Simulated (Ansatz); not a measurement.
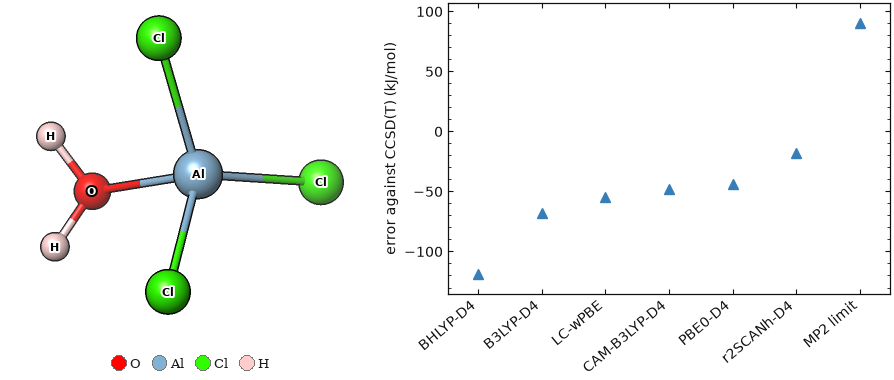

Error in the electronic atomisation energy (method less reference, so positive means overbinding) of AlH₂OCl₃, SMILES [OH2+][Al-]([Cl])([Cl])[Cl], singlet: functionals in def2-TZVPP against frozen-core CCSD(T) at the limit (MP2 extrapolated from triple and quadruple zeta, plus CCSD(T) less MP2 in a smaller set), which gives 2401.5 kJ/mol, at a PBE0-D4/def2-TZVP geometry (a minimum by its frequencies), no zero-point or spin-orbit term, the Ansatz code 0.2.0. The reference leaves out core correlation, a term that grows with the number of heavy atoms. No dispersion term is added to LC-wPBE. Limit means the basis limit.

### What range do the values span?

From −118.6 kJ/mol (BHLYP-D4) to 90.2 kJ/mol (MP2 limit).

### Give the values.

| level | kJ/mol |
| --- | --- |
| BHLYP-D4 | −118.6 |
| B3LYP-D4 | −67.9 |
| LC-wPBE | −54.6 |
| CAM-B3LYP-D4 | −48.0 |
| PBE0-D4 | −43.8 |
| r2SCANh-D4 | −17.7 |
| MP2 limit | 90.2 |
